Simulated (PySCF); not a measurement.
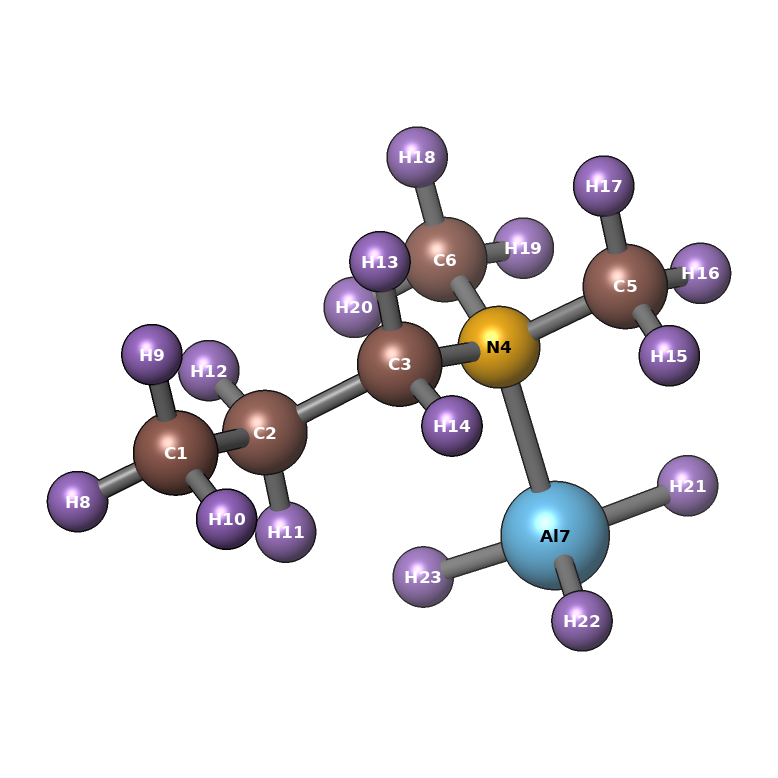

Computed geometry: PBE0-D3(BJ)/def2-SVP optimisation. No frequency run is at hand to confirm it as a minimum. Method: GIAO PBE0/pcSseg-1 NMR shielding, non-relativistic, gas phase (PySCF 2.14.0), and the same with a continuum solvent (IEF-PCM, Bondi radii x 1.2, gas-phase geometry).

How do dipole (D), HOMO–LUMO gap (eV), σ(Al7) (ppm), σ(H17) (ppm), σ(H18) (ppm) change in chloroform (ε = 4.7), dichloromethane (ε = 8.9)?

```
         medium  dipole (D)  HOMO–LUMO gap (eV)  σ(Al7) (ppm)  σ(H17) (ppm)  σ(H18) (ppm)
      gas phase        5.26                7.94         410.9         29.48         29.79
     chloroform        6.28                8.30         417.0         29.14         29.47
dichloromethane        6.50                8.34         418.1         29.06         29.39
```
